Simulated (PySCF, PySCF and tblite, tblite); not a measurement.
# trans-1,4-dimethylcyclohexane (C8H16): conformers and averaged spectra

Which conformers does trans-1,4-dimethylcyclohexane (C8H16) (`C[C@H]1CC[C@H](C)CC1`) populate, and what do their averaged NMR parameters look like?

Computed with tblite 0.8.0 (tight binding) and PySCF 2.14.0 (DFT, with response routines of our own); each step states its level. Atoms count from 0 throughout.

## Step 1: The starting structure

24 atoms, charge 0, multiplicity 1; geometry from: MMFF94s geometry.

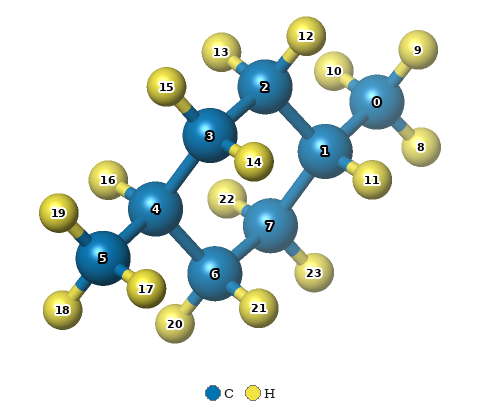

The starting geometry (carbon blue, hydrogen yellow), atoms numbered.

## Step 2: GFN2-xTB relaxation, conformer 1

What the job is given:

```
{"job": {"xc": "GFN2-xTB", "basis": "xTB", "kind": "relax"}, "charge": 0, "multiplicity": 1}
C     -2.906200    -0.188100     0.030500
C     -1.460600     0.249100     0.162800
C     -0.681800    -0.728700     1.085700
C      0.783100    -0.337200     1.191200
C      1.453600    -0.246700    -0.168600
C      2.908800     0.184200    -0.037500
C      0.690700     0.727800    -1.089600
C     -0.778700     0.349100    -1.199000
H     -3.464800     0.520900    -0.590400
H     -3.408100    -0.226600     1.014700
H     -2.999000    -1.177600    -0.430500
H     -1.444600     1.236300     0.639100
H     -1.146900    -0.732400     2.092000
H     -0.765400    -1.747900     0.687300
H      0.864900     0.622600     1.729500
H      1.298300    -1.090200     1.826500
H      1.441000    -1.236500    -0.637700
H      2.993800     1.169900     0.425300
H      3.402400     0.228200    -1.007900
H      3.473900    -0.522900     0.594200
H      1.137500     0.739800    -2.081100
H      0.767600     1.749400    -0.692200
H     -0.862900    -0.606500    -1.718300
H     -1.308500     1.083900    -1.818500
```

Command:

```
> OMP_NUM_THREADS=1 python ens_run.py task.json out
```

This one command runs the whole study; its stages follow in the order run.

Output:

```text
step      E/eV     max force
  0    -688.94355    0.827
  1    -688.98002    0.235
  2    -688.98455    0.122
  3    -688.98855    0.119
  4    -688.99119    0.134
  5    -688.99376    0.106
  6    -688.99509    0.072
  7    -688.99597    0.068
  8    -688.99675    0.074
  9    -688.99768    0.066
 10    -688.99860    0.068
 11    -688.99940    0.060
 12    -689.00006    0.057
 13    -689.00060    0.052
 14    -689.00098    0.040
 15    -689.00122    0.036
 16    -689.00122    0.036
 17    -689.00131    0.029
 18    -689.00153    0.020
 19    -689.00158    0.019
 20    -689.00178    0.032
 21    -689.00193    0.033
 22    -689.00212    0.025
 23    -689.00227    0.027
 24    -689.00243    0.024
 25    -689.00257    0.028
 26    -689.00269    0.024
 27    -689.00277    0.017
 28    -689.00282    0.017
 29    -689.00287    0.015
 30    -689.00291    0.013
 31    -689.00295    0.015
 32    -689.00299    0.014
 33    -689.00302    0.009
 34    -689.00304    0.009
 35    -689.00305    0.009
 36    -689.00307    0.008
 37    -689.00308    0.007
 38    -689.00309    0.006
 39    -689.00310    0.004
 40    -689.00310    0.003
```

It took 0.24 s on 1 thread of Arm Neoverse V2, shared host.

Gain 0.060 eV; displacement 0.04 Å root mean square.

## Step 3: Shieldings, conformer 1: PBE0/pcSseg-1 in chloroform

What the job is given:

```
{"job": {"xc": "PBE0", "basis": "pcSseg-1", "solvent": "chloroform", "kind": "nmr", "pop": true}, "charge": 0, "multiplicity": 1}
C     -2.915269    -0.172551     0.038695
C     -1.453768     0.244810     0.173825
C     -0.685714    -0.732647     1.063717
C      0.777227    -0.320439     1.196377
C      1.452495    -0.242901    -0.173075
C      2.914618     0.172818    -0.038600
C      0.684678     0.735088    -1.062670
C     -0.778306     0.323027    -1.195469
H     -3.460084     0.534716    -0.582851
H     -3.394550    -0.212023     1.014460
H     -2.988196    -1.157253    -0.418772
H     -1.415494     1.237978     0.636368
H     -1.148376    -0.773285     2.052560
H     -0.742740    -1.733430     0.628300
H      0.835922     0.657721     1.680444
H      1.306486    -1.037041     1.828860
H      1.413383    -1.236135    -0.635552
H      2.989199     1.157484     0.418733
H      3.393219     0.211836    -1.014778
H      3.458865    -0.535198     0.582754
H      1.147689     0.776253    -2.051384
H      0.741515     1.735654    -0.626657
H     -0.837315    -0.654794    -1.680075
H     -1.307219     1.040077    -1.827652
```

Output:

```text
coarse grid: 18608 points
cycle   1  E = -313.9608717395  dE =  7.758e-01  |g| = 4.794e-01  |ddm| = 4.157e+00
cycle   2  E = -313.9477274951  dE =  1.314e-02  |g| = 5.440e-01  |ddm| = 9.589e-01
cycle   3  E = -314.0260250357  dE = -7.830e-02  |g| = 4.456e-02  |ddm| = 5.337e-01
cycle   4  E = -314.0263500658  dE = -3.250e-04  |g| = 2.281e-02  |ddm| = 5.863e-02
cycle   5  E = -314.0264686137  dE = -1.185e-04  |g| = 3.833e-03  |ddm| = 2.033e-02
cycle   6  E = -314.0264720402  dE = -3.427e-06  |g| = 5.129e-04  |ddm| = 3.493e-03
final grid: 175616 points
cycle   7  E = -314.0781652110  dE = -8.472e-05  |g| = 1.081e-02  |ddm| = 4.843e-02
cycle   8  E = -314.0781549926  dE =  1.022e-05  |g| = 1.258e-02  |ddm| = 2.149e-02
cycle   9  E = -314.0781962545  dE = -4.126e-05  |g| = 8.215e-04  |ddm| = 1.167e-02
cycle  10  E = -314.0781963908  dE = -1.362e-07  |g| = 2.746e-04  |ddm| = 9.821e-04
cycle  11  E = -314.0781964080  dE = -1.721e-08  |g| = 5.118e-05  |ddm| = 2.277e-04
cycle  12  E = -314.0781964086  dE = -6.003e-10  |g| = 1.129e-05  |ddm| = 6.061e-05
converged SCF energy = -314.0781964086

GIAO shielding tensors (ppm)
atom      isotropic    diamagn.    paramagn.     s11        s22        s33       span
  0 C      162.290     245.389     -83.099    145.154    152.206    189.510     44.357
  1 C      150.544     246.795     -96.250    144.807    145.960    160.865     16.057
  2 C      148.313     248.289     -99.976    138.923    144.494    161.523     22.599
  3 C      148.310     248.296     -99.986    138.929    144.488    161.513     22.584
  4 C      150.512     246.798     -96.286    144.735    145.932    160.867     16.132
  5 C      162.280     245.388     -83.108    145.115    152.229    189.497     44.382
  6 C      148.311     248.290     -99.979    138.939    144.479    161.515     22.575
  7 C      148.319     248.292     -99.973    138.924    144.504    161.528     22.603
  8 H       30.606      28.716       1.889     26.083     28.112     37.622     11.539
  9 H       30.606      28.716       1.889     26.083     28.112     37.622     11.539
 10 H       31.053      29.574       1.479     27.295     29.186     36.678      9.384
 11 H       30.587      33.106      -2.518     26.488     30.118     35.156      8.668
 12 H       30.005      31.902      -1.898     24.752     29.285     35.976     11.224
 13 H       30.809      32.759      -1.950     26.953     30.137     35.337      8.383
 14 H       30.806      32.758      -1.952     26.954     30.129     35.335      8.381
 15 H       30.004      31.902      -1.899     24.752     29.284     35.975     11.223
 16 H       30.587      33.110      -2.523     26.482     30.129     35.149      8.667
 17 H       31.051      29.572       1.479     27.294     29.182     36.678      9.384
 18 H       30.604      28.718       1.887     26.081     28.113     37.619     11.537
 19 H       30.603      28.716       1.887     26.081     28.110     37.618     11.537
 20 H       30.004      31.902      -1.898     24.753     29.285     35.976     11.223
 21 H       30.808      32.759      -1.951     26.956     30.131     35.335      8.379
 22 H       30.808      32.757      -1.949     26.952     30.135     35.337      8.385
 23 H       30.004      31.900      -1.896     24.752     29.284     35.976     11.224
```

It took 41 s on 1 thread of Arm Neoverse V2, shared host; peak memory 1.2 GiB.

This run: HOMO -8.04 eV, LUMO 1.74 eV; dipole 0.00 D.

The fields below are evaluated on a grid from the run's orbitals.

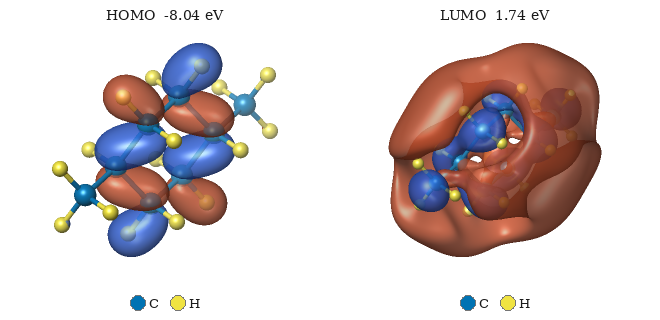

PBE0/pcSseg-1 orbitals near the gap, drawn at the value that encloses 70 % of each; the two colours are the two signs.

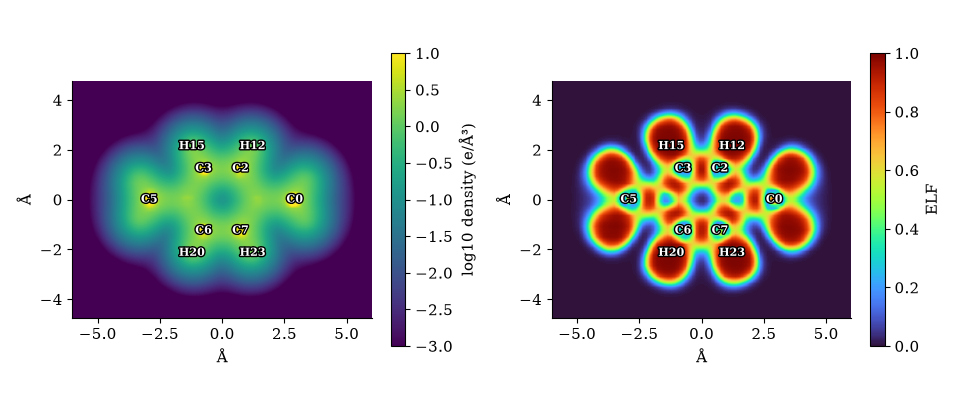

Density (left) and ELF (right) in a plane through or near 10 of the atoms.

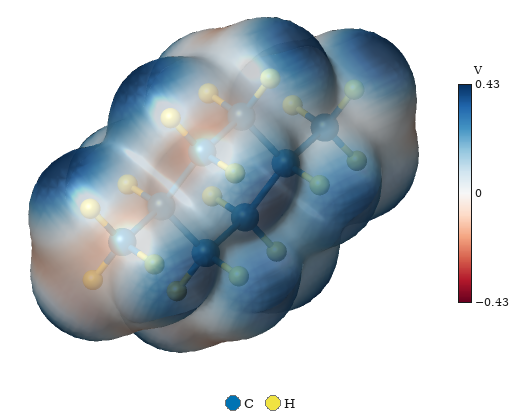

Electrostatic potential on the surface of density 0.002 e/bohr³; red is low, blue high. It runs, from the 1st to the 99th percentile, from -0.13 to 0.43 V.

## Step 4: Averages: properties at PBE0/pcSseg-1 in chloroform

What the job is given:

```
{"job": {"study": "conf", "smiles": "C[C@H]1CC[C@H](C)CC1", "search": {"seed": 3048, "n_embed": 60, "ff_keep": 14, "window": 3.0, "nmax": 10, "temps": [250, 273.15, 298.15, 323.15, 373.15], "t_ref": 298.15, "order": 0.002}, "level": {"nmr": {"xc": "PBE0", "basis": "pcSseg-1", "solvent": "chloroform"}}, "kind": "conf"}, "charge": 0, "multiplicity": 1}
C     -2.915269    -0.172551     0.038695
C     -1.453768     0.244810     0.173825
C     -0.685714    -0.732647     1.063717
C      0.777227    -0.320439     1.196377
C      1.452495    -0.242901    -0.173075
C      2.914618     0.172818    -0.038600
C      0.684678     0.735088    -1.062670
C     -0.778306     0.323027    -1.195469
H     -3.460084     0.534716    -0.582851
H     -3.394550    -0.212023     1.014460
H     -2.988196    -1.157253    -0.418772
H     -1.415494     1.237978     0.636368
H     -1.148376    -0.773285     2.052560
H     -0.742740    -1.733430     0.628300
H      0.835922     0.657721     1.680444
H      1.306486    -1.037041     1.828860
H      1.413383    -1.236135    -0.635552
H      2.989199     1.157484     0.418733
H      3.393219     0.211836    -1.014778
H      3.458865    -0.535198     0.582754
H      1.147689     0.776253    -2.051384
H      0.741515     1.735654    -0.626657
H     -0.837315    -0.654794    -1.680075
H     -1.307219     1.040077    -1.827652
```

Output:

```text
conformer  sym    E(xTB)   E(DFT)   G(298.15 K)  weight  dipole/D
    1     C2h     0.000    0.000    0.000   1.0000    0.000

mean shielding (ppm) by class
class atoms           250 K   273.15 K   298.15 K   323.15 K   373.15 K
  0 C  0,5          162.285    162.285    162.285    162.285    162.285
  1 C  1,4          150.528    150.528    150.528    150.528    150.528
  2 C  2,3,6        148.313    148.313    148.313    148.313    148.313
  3 H  8,9,10        30.754     30.754     30.754     30.754     30.754
  4 H  11,16         30.587     30.587     30.587     30.587     30.587
  5 H  12,15,20      30.004     30.004     30.004     30.004     30.004
  6 H  13,14,21      30.808     30.808     30.808     30.808     30.808
```

Run time: 44 s. Hardware: 1 thread of Arm Neoverse V2, shared host. This counts the runs that the step sums up.

The search (ETKDG and KDG, MMFF94s, GFN2-xTB) embedded 60 structures, kept 4 distinct ones after the force field and 2 after xTB; 1 was carried on (window 3.0 kcal/mol at the search's own energies). Energies: PBE0/pcSseg-1 in chloroform with D3(BJ).

The conformers at 298 K:

```
no.  group  mirror pair  ΔE xTB  ΔE DFT    ΔG  weight (%)  μ (D)     A, B, C (GHz)
  1    C2h           no    0.00    0.00  0.00       100.0   0.00  4.16, 1.34, 1.09
```

Energies in kcal/mol. ΔG holds xTB vibrations and rotation, symmetry numbers and mirror pairs.

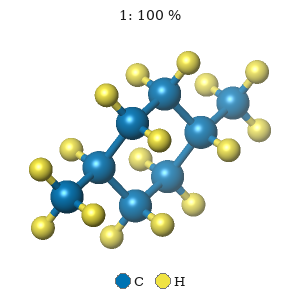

The one conformer.

Shifts against references run at the same level (¹H TMS 31.70, ¹³C TMS 187.6 ppm of shielding), by class of atoms, at 298 K:

```
                 atoms                       environment  average  measured
        C2, C3, C6, C7                 sp3 CH2 in a ring     39.3         –
                C1, C4                  sp3 CH in a ring     37.1         –
                C0, C5                     methyl carbon     25.3         –
    H12, H15, H20, H23  hydrogen on an sp3 CH2 in a ring     1.69         –
              H11, H16   hydrogen on an sp3 CH in a ring     1.11      1.26
H8, H9, H10 and 3 more       hydrogen on a methyl carbon     0.94      0.86
    H13, H14, H21, H22  hydrogen on an sp3 CH2 in a ring     0.89         –
```

Measured: solution, not stated in the table (CDCl3 in this author's series); The use of chemical shift calculations in the conformational analysis of substituted benzenes, New J. Chem. 2019 (ESI).

Effective distances for nuclear Overhauser effects, ⟨r⁻⁶⟩^(−1/6) over all pairs of two classes (Å): H12···H13 2.17; H11···H13 2.72; H11···H12 2.74; H8···H11 2.90; H8···H13 3.21; H8···H12 3.22.

## Step 5: Shieldings, conformer 1: OPBE/pcSseg-1

Changed since step 3:

```diff
@@ -1,2 +1,2 @@
-{"job": {"xc": "PBE0", "basis": "pcSseg-1", "solvent": "chloroform", "kind": "nmr", "pop": true}, "charge": 0, "multiplicity": 1}
+{"job": {"xc": "OPBE", "basis": "pcSseg-1", "kind": "nmr", "pop": false}, "charge": 0, "multiplicity": 1}
 C     -2.915269    -0.172551     0.038695
```

Output:

```text
coarse grid: 18608 points
cycle   1  E = -314.1833678981  dE =  4.467e-01  |g| = 6.519e-01  |ddm| = 4.211e+00
cycle   2  E = -314.0149026267  dE =  1.685e-01  |g| = 1.030e+00  |ddm| = 1.893e+00
cycle   3  E = -314.3080177819  dE = -2.931e-01  |g| = 9.883e-02  |ddm| = 1.231e+00
cycle   4  E = -314.3100332158  dE = -2.015e-03  |g| = 3.384e-02  |ddm| = 1.319e-01
cycle   5  E = -314.3102935848  dE = -2.604e-04  |g| = 7.325e-03  |ddm| = 3.275e-02
cycle   6  E = -314.3103059466  dE = -1.236e-05  |g| = 1.753e-03  |ddm| = 8.412e-03
cycle   7  E = -314.3103065558  dE = -6.092e-07  |g| = 8.214e-04  |ddm| = 2.254e-03
final grid: 175616 points
cycle   8  E = -314.3292387065  dE = -2.873e-04  |g| = 1.459e-02  |ddm| = 8.390e-02
cycle   9  E = -314.3291584660  dE =  8.024e-05  |g| = 2.281e-02  |ddm| = 4.006e-02
cycle  10  E = -314.3292981173  dE = -1.397e-04  |g| = 1.804e-03  |ddm| = 2.402e-02
cycle  11  E = -314.3292987901  dE = -6.729e-07  |g| = 6.906e-04  |ddm| = 2.597e-03
cycle  12  E = -314.3292988975  dE = -1.074e-07  |g| = 1.662e-04  |ddm| = 6.192e-04
cycle  13  E = -314.3292989041  dE = -6.614e-09  |g| = 3.286e-05  |ddm| = 2.013e-04
cycle  14  E = -314.3292989044  dE = -2.296e-10  |g| = 1.374e-05  |ddm| = 4.141e-05
converged SCF energy = -314.3292989044

GIAO shielding tensors (ppm)
atom      isotropic    diamagn.    paramagn.     s11        s22        s33       span
  0 C      162.990     245.476     -82.486    146.574    153.003    189.392     42.817
  1 C      151.579     247.630     -96.051    146.398    147.694    160.644     14.246
  2 C      149.662     248.219     -98.557    140.895    145.465    162.625     21.730
  3 C      149.657     248.228     -98.571    140.901    145.457    162.614     21.713
  4 C      151.549     247.635     -96.086    146.331    147.667    160.648     14.317
  5 C      162.979     245.475     -82.496    146.535    153.023    189.378     42.843
  6 C      149.659     248.220     -98.561    140.911    145.449    162.616     21.705
  7 C      149.665     248.224     -98.558    140.895    145.472    162.629     21.734
  8 H       30.583      28.715       1.868     26.208     28.102     37.441     11.233
  9 H       30.583      28.715       1.868     26.208     28.102     37.441     11.233
 10 H       31.029      29.519       1.511     27.390     29.140     36.557      9.168
 11 H       30.474      33.213      -2.739     26.422     30.023     34.976      8.554
 12 H       29.926      31.962      -2.036     24.776     29.229     35.772     10.996
 13 H       30.714      32.679      -1.964     26.876     30.065     35.202      8.327
 14 H       30.711      32.678      -1.967     26.876     30.058     35.200      8.324
 15 H       29.925      31.962      -2.038     24.776     29.227     35.771     10.995
 16 H       30.473      33.217      -2.744     26.416     30.034     34.969      8.553
 17 H       31.027      29.517       1.510     27.389     29.136     36.557      9.168
 18 H       30.582      28.716       1.866     26.206     28.102     37.437     11.231
 19 H       30.581      28.715       1.866     26.206     28.100     37.437     11.231
 20 H       29.925      31.962      -2.037     24.777     29.228     35.772     10.995
 21 H       30.713      32.678      -1.965     26.878     30.060     35.201      8.323
 22 H       30.713      32.678      -1.964     26.874     30.063     35.202      8.328
 23 H       29.925      31.961      -2.036     24.776     29.227     35.772     10.996
```

It took 47 s on 1 thread of Arm Neoverse V2, shared host; peak memory 0.84 GiB.

In short: HOMO -6.78 eV, LUMO 1.10 eV; dipole 0.00 D.

## Step 6: The ensemble: properties at OPBE/pcSseg-1

Changed since step 4:

```diff
@@ -1,2 +1,2 @@
-{"job": {"study": "conf", "smiles": "C[C@H]1CC[C@H](C)CC1", "search": {"seed": 3048, "n_embed": 60, "ff_keep": 14, "window": 3.0, "nmax": 10, "temps": [250, 273.15, 298.15, 323.15, 373.15], "t_ref": 298.15, "order": 0.002}, "level": {"nmr": {"xc": "PBE0", "basis": "pcSseg-1", "solvent": "chloroform"}}, "kind": "conf"}, "charge": 0, "multiplicity": 1}
+{"job": {"study": "conf", "smiles": "C[C@H]1CC[C@H](C)CC1", "search": {"seed": 3048, "n_embed": 60, "ff_keep": 14, "window": 3.0, "nmax": 10, "temps": [250, 273.15, 298.15, 323.15, 373.15], "t_ref": 298.15, "order": 0.002}, "level": {"nmr": {"xc": "OPBE", "basis": "pcSseg-1"}, "change": "OPBE/pcSseg-1", "top": 4}, "kind": "conf"}, "charge": 0, "multiplicity": 1}
 C     -2.915269    -0.172551     0.038695
```

Output:

```text
conformer  sym    E(xTB)   E(DFT)   G(298.15 K)  weight  dipole/D
    1     C2h     0.000    0.000    0.000   1.0000    0.000

mean shielding (ppm) by class
class atoms           250 K   273.15 K   298.15 K   323.15 K   373.15 K
  0 C  0,5          162.984    162.984    162.984    162.984    162.984
  1 C  1,4          151.564    151.564    151.564    151.564    151.564
  2 C  2,3,6        149.661    149.661    149.661    149.661    149.661
  3 H  8,9,10        30.731     30.731     30.731     30.731     30.731
  4 H  11,16         30.473     30.473     30.473     30.473     30.473
  5 H  12,15,20      29.925     29.925     29.925     29.925     29.925
  6 H  13,14,21      30.713     30.713     30.713     30.713     30.713
```

Run time: 47 s. Hardware: 1 thread of Arm Neoverse V2, shared host. This counts the runs that the step sums up.

Against the first level, at 298 K (shifts, ppm; largest changes first):

```
                 atoms  PBE0/pcSseg-1 in chloroform  OPBE/pcSseg-1  change
        C2, C3, C6, C7                         39.3           37.8    -1.4
                C1, C4                         37.1           35.9    -1.1
                C0, C5                         25.3           24.5    -0.8
              H11, H16                         1.11           1.20   +0.09
    H13, H14, H21, H22                         0.89           0.96   +0.07
    H12, H15, H20, H23                         1.69           1.75   +0.05
H8, H9, H10 and 3 more                         0.94           0.94   -0.00
```

Weights: from PBE0/pcSseg-1 in chloroform energies 1: 100 %; from OPBE/pcSseg-1 energies 1: 100 % (with a dispersion term where the level has one and the same thermal terms, so they don't follow from the SCF energies alone). Times: 44 s and 47 s.

## Step 7: Outcome

| quantity | value |
| --- | --- |
| conformers | 1; the first in weight is no. 1 (C2h), 100 % at 298 K |
| root-mean-square dipole | 0.00 D |
| averaged ¹³C shifts (PBE0/pcSseg-1 in chloroform) | 39.3, 37.1, 25.3 ppm |
| averaged ¹H shifts (PBE0/pcSseg-1 in chloroform) | 1.69, 1.11, 0.94, 0.89 ppm |

The search found one conformer in the window, so the averages are its own values. Against 2 measured ¹H shifts the average misses by 0.12 ppm. Vibration is missing from the shifts, so part of that gap is not the functional's. Between PBE0/pcSseg-1 in chloroform and OPBE/pcSseg-1, C2 changes most, by 1.4 ppm.
